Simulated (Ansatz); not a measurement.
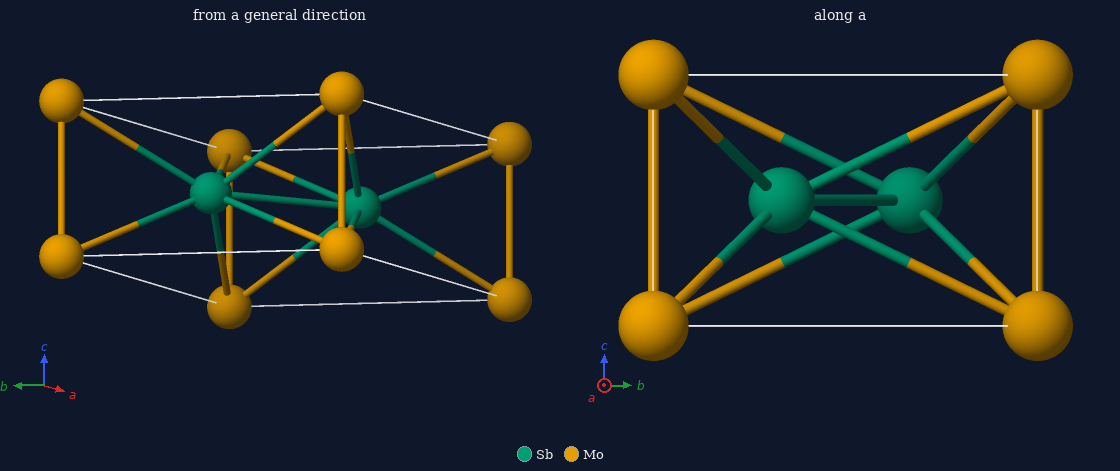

Crystal structure, ball-and-stick style, seen from a general direction and along the a axis. One conventional unit cell is outlined, and atoms on its boundary appear in each equivalent place.

What is the chemical formula?

Answer. Sb2Mo. The cell holds 2 Sb, 1 Mo, counting shared atoms by their share.

Lattice type?

Answer. Primitive hexagonal.

Name the space group.

Answer. P6/mmm (No. 191), with Sb on 2d and Mo on 1a.

How do the bonded atoms link up through the crystal?

Answer. The bonds build a three-dimensional framework.

The structure was taken from a textbook structure type filled with these elements (whether it is the usual form wasn't checked). This is the structure after a relaxation with DFT r2SCAN, scalar-relativistic, plane waves, PAW (Ansatz 0.2.0).
